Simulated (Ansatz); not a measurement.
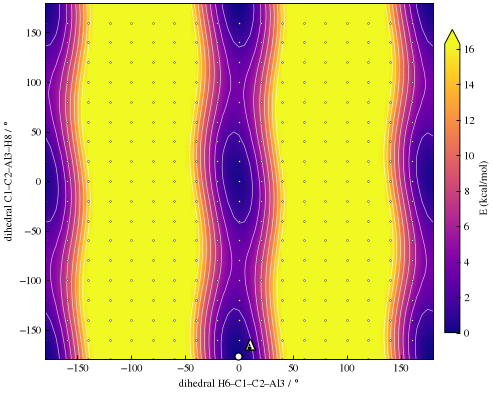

C2H6AlBO, SMILES C=[C]([AlH2])BO. 
- The first coordinate is: dihedral H6–C1–C2–Al3; the second: dihedral C1–C2–Al3–H8.
- Nothing is relaxed (all other coordinates rigid).
- The scan uses an 18 × 18 grid.
- Points are written as (first, second).
- Energies: kcal/mol, counted from the lowest grid point.
- The dihedral twists a double bond; near 90° a spin-restricted reference is unreliable.
- Method: RKS PBE0-D4/def2-SVP (Ansatz 0.2.0).

The picture shows a smooth colour map with a few white contour lines, dots at the grid points, one colour for all values above the top of the scale, the well A. Between grid points the surface is interpolated.

**Estimate the position of the minimum and the force constants in these coordinates. Take the well at A.**

The interpolated minimum is at dihedral H6–C1–C2–Al3 ≈ −1°, dihedral C1–C2–Al3–H8 ≈ −177°. The curvatures there are about 2.6 eV/rad² and 0.34 eV/rad², with a cross term of about 0.24 eV/rad². Round the minimum the valley is somewhat tilted: raising dihedral H6–C1–C2–Al3 shifts the best value of dihedral C1–C2–Al3–H8 downwards (coupling k₁₂/√(k₁₁k₂₂) about 0.3). (1 eV is 23.1 kcal/mol.)
